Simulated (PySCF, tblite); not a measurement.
# C₅H₈F₃NSi: geometry, infrared bands and NMR shifts

Aim: predict the infrared bands and NMR shifts of C₅H₈F₃NSi (`C=C([SiH3])/C=N\CC(F)(F)F`).

Programs: tblite 0.8.0 and PySCF 2.14.0, with density-fitted response routines of our own. Each step states its level of theory. These are calculated values for one molecule in the gas phase, unless marked as measured. Atoms count from 0, in the outputs and in this text.

### 1 The molecule as given

18 atoms, charge 0, multiplicity 1; geometry from: force field or distance geometry start.

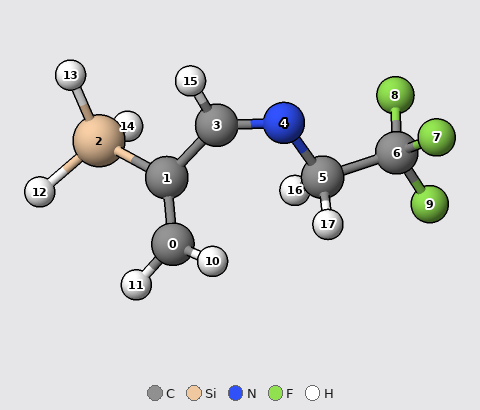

As it starts; carbon grey, silicon light orange, nitrogen blue, fluorine green, hydrogen white, atoms numbered; sticks join atoms by distance.

### 2 Relaxing the molecule with GFN2-xTB

What the job is given:

```
{"job": {"kind": "relax", "xc": "GFN2-xTB", "basis": "xTB"}, "charge": 0, "multiplicity": 1}
C     -1.975000    -0.548200    -0.261500
C     -1.311100     0.327500     0.497700
Si    -1.769100     2.060700     0.846100
C     -0.118400    -0.163400     1.243000
N      0.962400    -0.711300     0.822700
C      1.176500    -0.848300    -0.639300
C      2.663600    -1.000500    -0.995400
F      3.218100    -2.095100    -0.419900
F      3.392300     0.071600    -0.616200
F      2.801800    -1.134800    -2.330000
H     -1.677000    -1.584200    -0.363700
H     -2.887100    -0.261600    -0.797900
H     -3.184900     2.305000     0.422400
H     -1.668100     2.347800     2.293000
H     -0.892700     2.996900     0.097900
H     -0.194200    -0.043600     2.360300
H      0.803100     0.029700    -1.174500
H      0.651100    -1.742000    -0.996300
```

Command:

```
$ OMP_NUM_THREADS=1 python probes_run.py task.json out
```

This one command runs all jobs of the session in turn.

Standard output:

```text
step      E/eV     max force
  0    -913.69528    2.235
  1    -913.84664    0.800
  2    -913.87439    0.783
  3    -913.88714    0.247
  4    -913.89495    0.194
  5    -913.89948    0.175
  6    -913.90316    0.140
  7    -913.90700    0.204
  8    -913.91006    0.168
  9    -913.91230    0.167
 10    -913.91419    0.174
 11    -913.91619    0.154
 12    -913.91828    0.118
 13    -913.92028    0.103
 14    -913.92202    0.107
 15    -913.92339    0.089
 16    -913.92429    0.070
 17    -913.92486    0.058
 18    -913.92531    0.068
 19    -913.92577    0.063
 20    -913.92629    0.061
 21    -913.92681    0.058
 22    -913.92726    0.050
 23    -913.92767    0.053
 24    -913.92815    0.066
 25    -913.92874    0.064
 26    -913.92935    0.058
 27    -913.92988    0.058
 28    -913.93034    0.043
 29    -913.93084    0.057
 30    -913.93146    0.061
 31    -913.93211    0.068
 32    -913.93273    0.074
 33    -913.93333    0.063
 34    -913.93400    0.062
 35    -913.93478    0.063
 36    -913.93567    0.100
 37    -913.93673    0.124
 38    -913.93802    0.118
 39    -913.93937    0.081
 40    -913.94050    0.067
 41    -913.94133    0.062
 42    -913.94196    0.051
 43    -913.94252    0.054
 44    -913.94309    0.051
 45    -913.94364    0.047
 46    -913.94421    0.061
 47    -913.94485    0.070
 48    -913.94562    0.092
 49    -913.94654    0.086
 50    -913.94793    0.083
 51    -913.94921    0.098
 52    -913.95081    0.122
 53    -913.95306    0.117
 54    -913.95505    0.097
 55    -913.95628    0.085
 56    -913.95696    0.115
 57    -913.95820    0.086
 58    -913.95941    0.058
 59    -913.96093    0.068
 60    -913.96189    0.067
 61    -913.96263    0.069
 62    -913.96349    0.067
 63    -913.96484    0.071
 64    -913.96618    0.101
 65    -913.96790    0.105
 66    -913.96956    0.088
 67    -913.97110    0.083
 68    -913.97251    0.088
 69    -913.97391    0.108
 70    -913.97500    0.114
 71    -913.97640    0.073
 72    -913.97722    0.043
 73    -913.97761    0.048
 74    -913.97812    0.054
 75    -913.97863    0.060
 76    -913.97923    0.069
 77    -913.97975    0.055
 78    -913.98014    0.045
 79    -913.98044    0.047
 80    -913.98076    0.048
 81    -913.98116    0.053
 82    -913.98164    0.063
 83    -913.98220    0.051
 84    -913.98258    0.044
 85    -913.98279    0.038
 86    -913.98300    0.035
 87    -913.98323    0.036
 88    -913.98350    0.033
 89    -913.98379    0.036
 90    -913.98412    0.043
 91    -913.98442    0.039
 92    -913.98451    0.090
 93    -913.98488    0.038
 94    -913.98509    0.032
 95    -913.98550    0.038
 96    -913.98571    0.040
 97    -913.98594    0.033
 98    -913.98613    0.033
 99    -913.98637    0.030
100    -913.98666    0.038
101    -913.98695    0.048
102    -913.98715    0.035
103    -913.98726    0.060
104    -913.98744    0.038
105    -913.98763    0.031
106    -913.98799    0.039
107    -913.98833    0.047
108    -913.98867    0.049
109    -913.98930    0.045
110    -913.98988    0.120
111    -913.99015    0.060
112    -913.99083    0.061
113    -913.99133    0.059
114    -913.99179    0.044
115    -913.99203    0.034
116    -913.99223    0.030
117    -913.99233    0.018
118    -913.99240    0.019
119    -913.99245    0.012
120    -913.99248    0.017
121    -913.99251    0.021
122    -913.99257    0.025
123    -913.99266    0.027
124    -913.99280    0.028
125    -913.99295    0.027
126    -913.99309    0.029
127    -913.99325    0.030
128    -913.99346    0.035
129    -913.99370    0.027
130    -913.99387    0.023
131    -913.99396    0.021
132    -913.99405    0.020
133    -913.99417    0.025
134    -913.99434    0.028
135    -913.99451    0.031
136    -913.99466    0.029
137    -913.99478    0.027
138    -913.99488    0.022
139    -913.99499    0.018
140    -913.99505    0.016
141    -913.99511    0.016
142    -913.99518    0.017
143    -913.99527    0.021
144    -913.99535    0.022
145    -913.99544    0.021
146    -913.99553    0.017
147    -913.99560    0.017
148    -913.99565    0.017
149    -913.99569    0.013
150    -913.99573    0.011
151    -913.99577    0.011
152    -913.99580    0.010
```

Wall time 3.7 s (1 thread of Intel Xeon at 2.50GHz, shared host); peak memory 0.18 GiB.

Along the way: (not every step is listed)

| step | energy from step 0 (eV) | largest force (eV/Å) |
| --- | --- | --- |
| 0 | 0.0000 | 2.2350 |
| 1 | -0.1514 | 0.7996 |
| 2 | -0.1791 | 0.7834 |
| 3 | -0.1919 | 0.2468 |
| 4 | -0.1997 | 0.1937 |
| 5 | -0.2042 | 0.1749 |
| 6 | -0.2079 | 0.1401 |
| 7 | -0.2117 | 0.2038 |
| 8 | -0.2148 | 0.1681 |
| 21 | -0.2315 | 0.0576 |
| 34 | -0.2387 | 0.0620 |
| 47 | -0.2496 | 0.0698 |
| 60 | -0.2666 | 0.0674 |
| 73 | -0.2823 | 0.0483 |
| 86 | -0.2877 | 0.0349 |
| 99 | -0.2911 | 0.0304 |
| 112 | -0.2955 | 0.0608 |
| 125 | -0.2977 | 0.0274 |
| 138 | -0.2996 | 0.0221 |
| 147 | -0.3003 | 0.0175 |
| 148 | -0.3004 | 0.0168 |
| 149 | -0.3004 | 0.0127 |
| 150 | -0.3004 | 0.0114 |
| 151 | -0.3005 | 0.0112 |
| 152 | -0.3005 | 0.0100 |

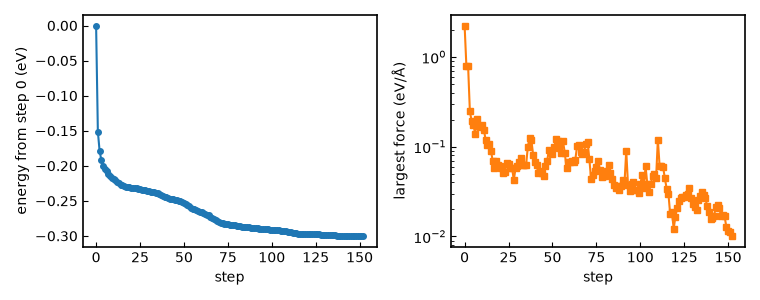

Energy and force, step by step.

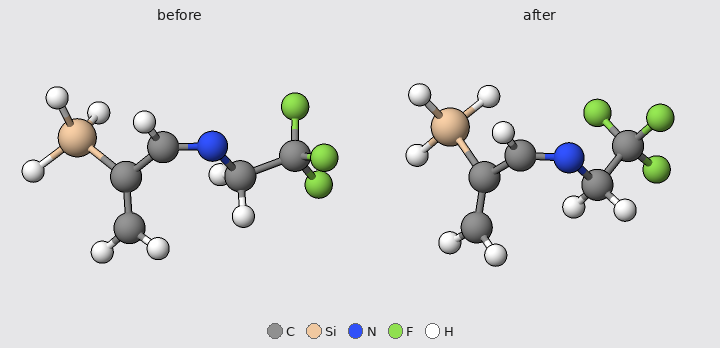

The geometry before (left) and after (right).

Close pairs (by a distance rule), those that changed most:

| bond | before (Å) | after (Å) | change (Å) |
| --- | --- | --- | --- |
| C1–Si2 | 1.826 | 1.902 | +0.075 |
| N4–C5 | 1.484 | 1.435 | -0.049 |
| C3–H15 | 1.126 | 1.087 | -0.040 |
| Si2–H12 | 1.498 | 1.462 | -0.036 |
| C1–C3 | 1.490 | 1.464 | -0.026 |
| Si2–H14 | 1.485 | 1.459 | -0.026 |
| C6–F7 | 1.355 | 1.333 | -0.022 |
| C3–N4 | 1.283 | 1.262 | -0.020 |

The next job starts from the end point, and lists it.

### 3 Infrared spectrum with GFN2-xTB

What the job is given:

```
{"job": {"kind": "ir", "xc": "GFN2-xTB", "basis": "xTB"}, "charge": 0, "multiplicity": 1}
C     -2.148100    -0.477673    -0.244803
C     -1.261773     0.163209     0.508290
Si    -1.236219     2.053392     0.715159
C     -0.214717    -0.536260     1.254347
N      0.799781    -1.151953     0.824689
C      1.067448    -1.265647    -0.580476
C      2.324980    -0.469596    -0.901400
F      3.395634    -0.864294    -0.211666
F      2.167216     0.841379    -0.658907
F      2.646003    -0.572392    -2.203710
H     -2.163977    -1.555248    -0.327903
H     -2.918964     0.049373    -0.782719
H     -2.319819     2.579942    -0.113599
H     -1.471037     2.344833     2.131336
H      0.066803     2.554391     0.290761
H     -0.291146    -0.481794     2.337030
H      0.268042    -0.891452    -1.238265
H      1.281087    -2.313893    -0.809822
```

Standard output:

```text
mode    cm-1     km/mol
  1      30.0      0.74
  2      40.7      1.17
  3      52.6      0.08
  4      69.2      0.38
  5     114.2      0.53
  6     150.4      0.55
  7     209.2      2.51
  8     286.0      1.97
  9     301.5      0.83
 10     347.3      1.09
 11     371.9      5.46
 12     468.8      5.92
 13     474.4      5.73
 14     485.8     11.74
 15     509.3     43.28
 16     543.4     36.33
 17     589.5      8.29
 18     616.6     79.48
 19     659.0     15.48
 20     762.7    169.32
 21     773.7    160.05
 22     778.4    259.61
 23     791.9    174.72
 24     820.8     63.01
 25     885.8      5.98
 26     918.9     38.30
 27     944.2     38.83
 28     960.5     38.29
 29    1038.2     83.66
 30    1060.4    286.98
 31    1103.8     62.00
 32    1144.8    113.88
 33    1183.2    155.79
 34    1198.2    110.83
 35    1282.4     23.00
 36    1308.0     20.98
 37    1420.1      4.65
 38    1423.0      1.06
 39    1665.6      6.92
 40    1711.7    191.49
 41    2258.6    266.61
 42    2278.5    276.38
 43    2314.3    237.69
 44    2871.7     32.79
 45    2967.6      5.84
 46    2997.2     25.65
 47    3064.0     31.12
 48    3102.0     26.18
```

It took 1.8 s on 1 thread of Intel Xeon at 2.50GHz, shared host; peak memory 0.18 GiB.

The strongest bands and the atoms that carry them (share of the mass-weighted mode):

| cm⁻¹ | km/mol | atoms |
| --- | --- | --- |
| 763 | 169.3 | H12 58 %, H14 21 %, H13 16 % |
| 778 | 259.6 | H13 23 %, H12 23 %, H14 17 % |
| 792 | 174.7 | C1 13 %, H11 12 %, H10 10 % |
| 1060 | 287.0 | C6 69 %, F9 18 % |
| 1712 | 191.5 | C3 52 %, N4 43 % |
| 2259 | 266.6 | H13 96 % |
| 2278 | 276.4 | H12 96 % |
| 2314 | 237.7 | H14 96 % |

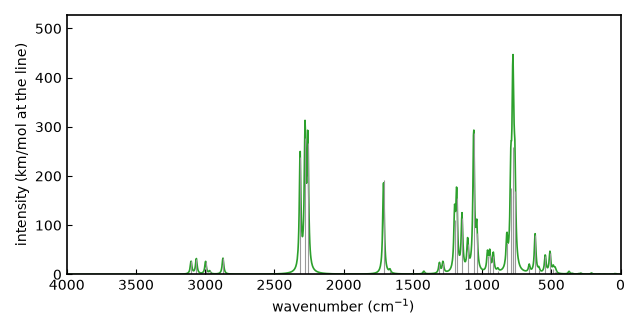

The infrared spectrum from these modes, unscaled. Lines are broadened to a width of 14 cm⁻¹ (Lorentzian).

### 4 Shielding tensors: PBE0/pcSseg-1

The job, as its differences from that of step 3:

```diff
@@ -1,2 +1,2 @@
-{"job": {"kind": "ir", "xc": "GFN2-xTB", "basis": "xTB"}, "charge": 0, "multiplicity": 1}
+{"job": {"kind": "nmr", "xc": "PBE0", "basis": "pcSseg-1"}, "charge": 0, "multiplicity": 1}
 C     -2.148100    -0.477673    -0.244803
```

Method: GIAO PBE0/pcSseg-1 NMR shielding, non-relativistic, gas phase.

Standard output:

```text
coarse grid: 16336 points
cycle   1  E = -838.0929879597  dE =  1.394e+00  |g| = 8.985e-01  |ddm| = 3.823e+00
cycle   2  E = -837.9715688870  dE =  1.214e-01  |g| = 1.298e+00  |ddm| = 1.155e+00
cycle   3  E = -838.2337784830  dE = -2.622e-01  |g| = 6.628e-02  |ddm| = 6.548e-01
cycle   4  E = -838.2342327560  dE = -4.543e-04  |g| = 4.624e-02  |ddm| = 8.062e-02
cycle   5  E = -838.2346625779  dE = -4.298e-04  |g| = 1.788e-02  |ddm| = 5.176e-02
cycle   6  E = -838.2347287783  dE = -6.620e-05  |g| = 4.879e-03  |ddm| = 1.652e-02
cycle   7  E = -838.2347340350  dE = -5.257e-06  |g| = 5.578e-04  |ddm| = 4.323e-03
final grid: 156752 points
cycle   8  E = -838.3128368181  dE = -6.078e-05  |g| = 7.745e-03  |ddm| = 3.080e-02
cycle   9  E = -838.3128310360  dE =  5.782e-06  |g| = 9.798e-03  |ddm| = 1.402e-02
cycle  10  E = -838.3128502631  dE = -1.923e-05  |g| = 1.253e-03  |ddm| = 7.313e-03
cycle  11  E = -838.3128505332  dE = -2.701e-07  |g| = 5.117e-04  |ddm| = 1.276e-03
cycle  12  E = -838.3128505870  dE = -5.385e-08  |g| = 1.735e-04  |ddm| = 5.325e-04
cycle  13  E = -838.3128505924  dE = -5.412e-09  |g| = 4.697e-05  |ddm| = 1.489e-04
cycle  14  E = -838.3128505929  dE = -4.839e-10  |g| = 1.488e-05  |ddm| = 5.205e-05
converged SCF energy = -838.3128505929

GIAO shielding tensors (ppm)
atom      isotropic    diamagn.    paramagn.     s11        s22        s33       span
  0 C       48.254     252.813    -204.560    -60.978     47.702    158.037    219.015
  1 C       36.288     268.432    -232.144    -72.701     31.413    150.154    222.855
  2 Si     417.286     881.114    -463.828    377.627    415.451    458.780     81.153
  3 C        9.334     253.184    -243.850    -99.535     16.206    111.331    210.866
  4 N      -93.220     328.876    -422.096   -446.701   -107.057    274.097    720.797
  5 C      129.593     252.077    -122.484    110.132    128.391    150.257     40.125
  6 C       53.812     244.117    -190.305     51.008     53.155     57.272      6.264
  7 F      257.578     470.431    -212.853    173.565    261.249    337.921    164.356
  8 F      258.277     478.628    -220.350    174.954    256.484    343.394    168.439
  9 F      254.646     470.718    -216.072    165.813    252.058    346.067    180.254
 10 H       25.844      31.483      -5.639     21.773     25.648     30.110      8.337
 11 H       25.514      30.944      -5.429     22.344     25.137     29.063      6.719
 12 H       27.618      29.492      -1.874     24.681     26.039     32.134      7.453
 13 H       27.295      28.865      -1.570     24.428     25.411     32.046      7.618
 14 H       27.472      29.798      -2.325     23.384     27.571     31.462      8.078
 15 H       23.053      30.937      -7.884     21.251     22.387     25.521      4.271
 16 H       27.018      33.810      -6.792     23.102     26.668     31.284      8.182
 17 H       27.375      29.234      -1.859     24.670     26.036     31.419      6.750
```

Wall time 1.7 min (1 thread of Intel Xeon at 2.50GHz, shared host); peak memory 0.96 GiB.

The references, computed at this level on geometries of the same kind, shield at (ppm): 1H TMS 31.72, 13C TMS 186.9, 29Si TMS 349.2, 19F CFCl3 170.9, 15N NH3 267.7. Their shielding less the atom's gives the shift. The references are single molecules in the gas phase, so shifts against H2O, NH3, PH3, H3PO4 or CFCl3 are not on the usual liquid scales and can be off by tens of ppm. Atoms listed in one row are averaged.

| atoms | environment | σ (ppm) | δ (ppm) | δ scaled to CDCl3 |
| --- | --- | --- | --- | --- |
| C3 | C=N carbon | 9.3 | 177.6 | 171.4 |
| C1 | fully substituted alkene carbon | 36.3 | 150.6 | 145.1 |
| C0 | terminal =CH2 carbon | 48.3 | 138.7 | 133.4 |
| C6 | CF3 carbon | 53.8 | 133.1 | 128.0 |
| C5 | sp3 CH2 bonded to N | 129.6 | 57.3 | 54.0 |
| H15 | hydrogen on a C=N carbon | 23.05 | 8.66 | 8.27 |
| H11 | hydrogen on a terminal =CH2 carbon | 25.51 | 6.20 | 5.95 |
| H10 | hydrogen on a terminal =CH2 carbon | 25.84 | 5.87 | 5.64 |
| H16, H17 | hydrogen on an sp3 CH2 bonded to N | 27.20 | 4.52 | 4.37 |
| H12, H13, H14 | hydrogen on a silicon bonded to C | 27.46 | 4.26 | – |
| Si2 | silicon bonded to C, 3 H | 417.3 | -68.1 | – |
| N4 | imine nitrogen | -93.2 | 360.9 | – |
| F7, F8, F9 | fluorine of a CF3 group | 256.8 | -85.9 | – |

The scaled column applies a straight-line fit of computed shieldings to shifts measured in CDCl3, and one for carbons that bear F (root-mean-square error 0.16 ppm for H, 1.9 ppm for C).

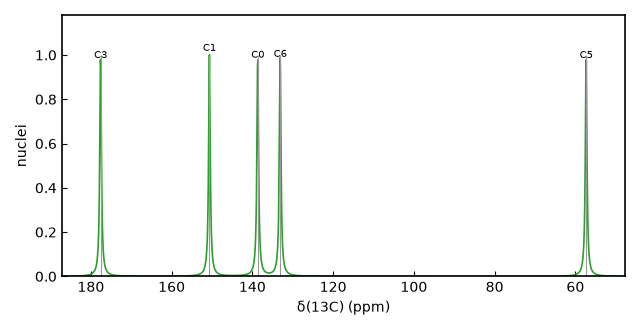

13C lines at the computed shifts, without couplings. Lines are broadened to a width of 0.48 ppm (Lorentzian).

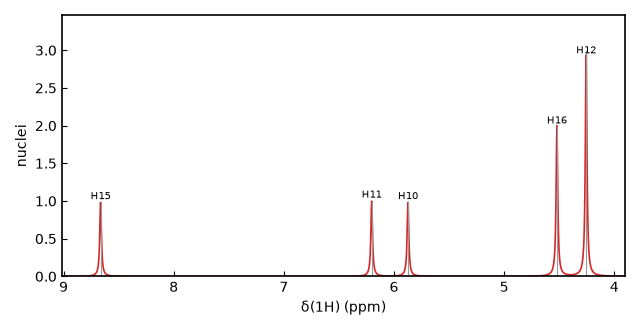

1H lines at the computed shifts, without couplings. Lines are broadened to a width of 0.02 ppm (Lorentzian).

Charges from the same density, by scheme (e):

| atoms | Mulliken | IAO | Hirshfeld | ESP fit |
| --- | --- | --- | --- | --- |
| C0 | -0.05 | -0.28 | -0.07 | -0.44 |
| C1 | -0.60 | -0.29 | -0.08 | -0.16 |
| Si2 | 0.58 | 0.61 | 0.32 | 0.40 |
| C3 | 0.16 | 0.03 | 0.05 | 0.44 |
| N4 | -0.42 | -0.28 | -0.16 | -0.60 |
| C5 | -0.09 | -0.21 | -0.06 | 0.04 |
| C6 | 0.77 | 0.81 | 0.26 | 0.46 |
| F7, F8, F9 | -0.27 | -0.28 | -0.10 | -0.17 |

ESP fit charges:

C0 -0.44; C1 -0.16; Si2 0.40; C3 0.44; N4 -0.60; C5 0.04; C6 0.46; F7 -0.16; F8 -0.15; F9 -0.21; H10 0.21; H11 0.20; H12 -0.08; H13 -0.10; H14 -0.08; H15 0.02; H16 0.07; H17 0.13

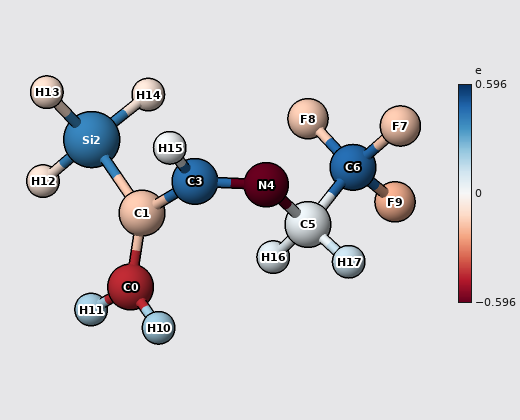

ESP fit charges, as colours on the atoms.

Mayer bond orders: C0–C1 1.96, C1–Si2 0.82, C1–C3 1.00, C3–N4 1.96, N4–C5 0.97, C5–C6 0.99, C6–F7 1.03, C6–F8 1.00, C6–F9 0.99.

### 5 Summary of results

```
                                                                 quantity                                 value
                                strongest single infrared mode (GFN2-xTB)                 1060 cm⁻¹, 287 km/mol
                                             zero-point energy (GFN2-xTB)                         73.4 kcal/mol
                                   13C shifts against TMS (PBE0/pcSseg-1)  177.6, 150.6, 138.7, 133.1, 57.3 ppm
   1H shifts against TMS (PBE0/pcSseg-1, means over atoms taken as alike)      8.66, 6.20, 5.87, 4.52, 4.26 ppm
                                  29Si shifts against TMS (PBE0/pcSseg-1)                             -68.1 ppm
                                   15N shifts against NH3 (PBE0/pcSseg-1)                             360.9 ppm
19F shifts against CFCl3 (PBE0/pcSseg-1, means over atoms taken as alike)                             -85.9 ppm
```

In words: Over 152 steps the energy fell by 0.301 eV; of the close pairs, C1–Si2 changed most, 1.826 to 1.902 Å. No mode is imaginary among the 48: a minimum at this level. The strongest single mode, at 1060 cm⁻¹, moves mainly C6. GFN2-xTB is a fitted tight-binding method: band positions and strengths are rough. Its intensities can rank the bands wrongly. At PBE0/pcSseg-1: Shielding is most anisotropic at N4 (span 721 ppm, paramagnetic term -422 ppm).
